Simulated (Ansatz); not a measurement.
## Electronic structure of C₄₂H₃₀O₁₄S₇ (SMILES c1sc(-c2sc(-c3sc(-c4sc(-c5sc(-c6sc(-c7scc8c7OCCO8)c7c6OCCO7)c6c5OCCO6)c5c4OCCO5)c4c3OCCO4)c3c2OCCO3)c2c1OCCO2) in real space

C₄₂H₃₀O₁₄S₇, 93 atoms.

Geometry: r2SCAN-D4/def2-SVP.

Computed with Ansatz 0.2.0, RKS PBE0-D4/def2-SVP.

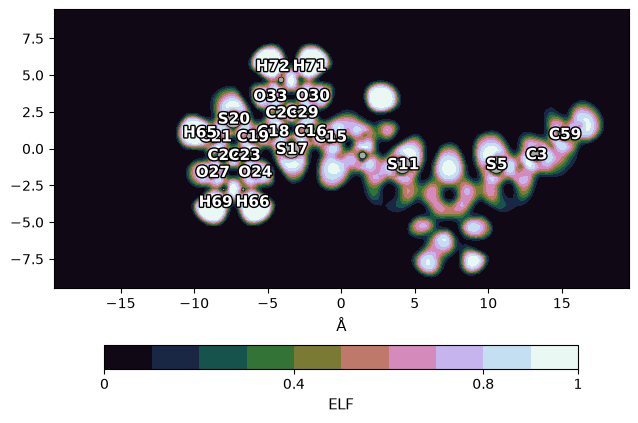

Figure 1. ELF on the plane of atoms S20, C21 and H65. Grey discs cover the atomic cores.

**Read the bonding off the picture.**

The section cuts through C, S, O and H sites.
C–O (1.36 Å): the ELF peaks at about 0.90 between the atoms (a polar covalent bond).
C–C (1.38 Å): the ELF peaks at about 0.95 between the atoms, as expected for localised, covalent bonding.
C–S (1.75 Å): the ELF peaks at about 0.90 between the atoms (a shared electron pair).
C–H (1.09 Å): the ELF climbs to about 1 towards the hydrogen, as it does in any bond to H; a covalent bond by its length.
C–C (1.43 Å): the ELF peaks at about 0.90 between the atoms (localised, covalent bonding).
The ELF also peaks beside O48, O27, S14, S8, S17, S11, O60 and S20, away from the bonds: lone-pair regions.

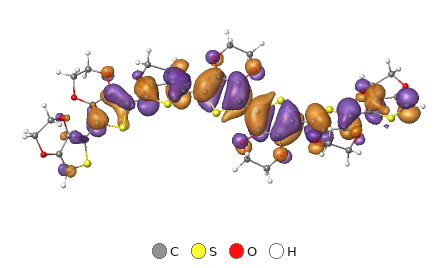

Figure 2. One frontier orbital at ±0.05 Å⁻³ᐟ² (orange and purple are the two phases), seen at an oblique angle.

**Which orbital is it: HOMO or LUMO?**

The HOMO, at −4.39 eV. No atom holds more than about 10 % of it (Hirshfeld); by element the shares are C 80 %, O 10 % and S 10 %.

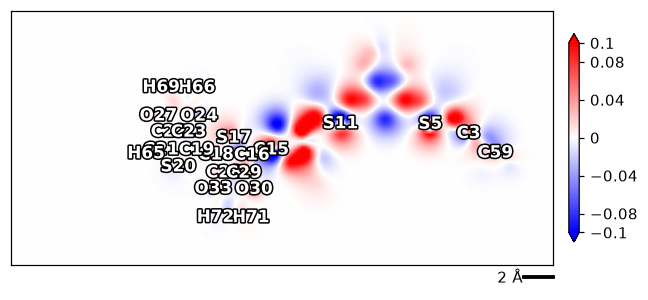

Figure 3. The LUMO on the plane of atoms C22, C21 and H65 (values in Å⁻³ᐟ²; the overall sign is arbitrary).

**Describe this orbital and give its energy.**

No atom holds more than about 10 % of it (Hirshfeld); by element the shares are C 70 %, S 20 % and O 5 %. Its energy is −1.53 eV.
